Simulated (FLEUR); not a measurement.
**How far to go with the k-point mesh at a smearing width of 0.3 eV: Pt (Fm-3m, 1 atom in the cell)**

```yaml
crystal:
  lattice:
    - [0.00000, 1.95412, 1.95412]
    - [1.95412, 0.00000, 1.95412]
    - [1.95412, 1.95412, 0.00000]
  atoms:
    - { symbol: Pt, position: [0.00000, 0.00000, 0.00000] }
```

Method of the run: PBEsol, all-electron FLAPW (FLEUR), scalar-relativistic valence.

Base settings: Kmax = 4.1 1/bohr; GmaxXC = 12.3 1/bohr; xcFunctional = PBEs; jspins = 1; l_soc = F; mode = hist; fermiSmearingEnergy = 0.00367493 Htr; mesh (inpgen div1-3) = 10 10 10; inpgen gamma flag = true; Gmax = 12.3 1/bohr.

In this ladder: fermiSmearingEnergy = 0.0110248 Htr. Moved along: kpt_gamma.

Only quantities that move along the ladder and can be compared are tabulated.

Core times come from one kind of shared machine, to one figure; runs under 30 s give none.

The starting cell has typed, rounded lattice constants, without a prior relaxation at this level. Its lattice was rescaled by up to half a per cent. Spin polarisation is off. Values depend on the basis (sphere radii, cutoffs, local orbitals), which need not be converged.

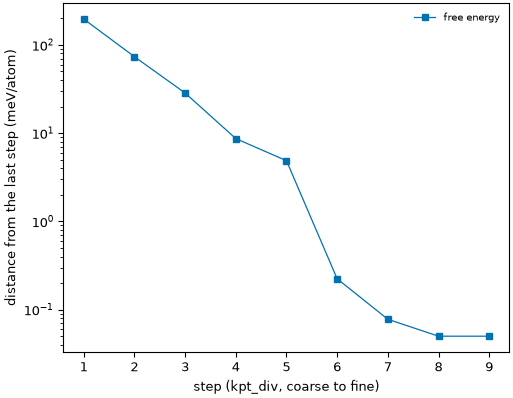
Figure. Distance from the last step along the ladder; very small values are drawn at a floor.

```csv
kpt_div,free energy less the last step's (meV/atom),core time / last (rough)
5 5 5,196.54,–
6 6 6,-73.60,–
7 7 7,28.53,–
9 9 9,-8.68,–
11 11 11,-4.88,–
13 13 13,-0.22,–
19 19 19,-0.08,0.3
23 23 23,-0.01,0.7
28 28 28,-0.01,0.7
34 34 34,0.00,1
```

Coarsest kpt_div that holds the free energy within 2 meV/atom of the last step, with all finer ones: 13 13 13; the step before is off by 4.9 meV/atom.
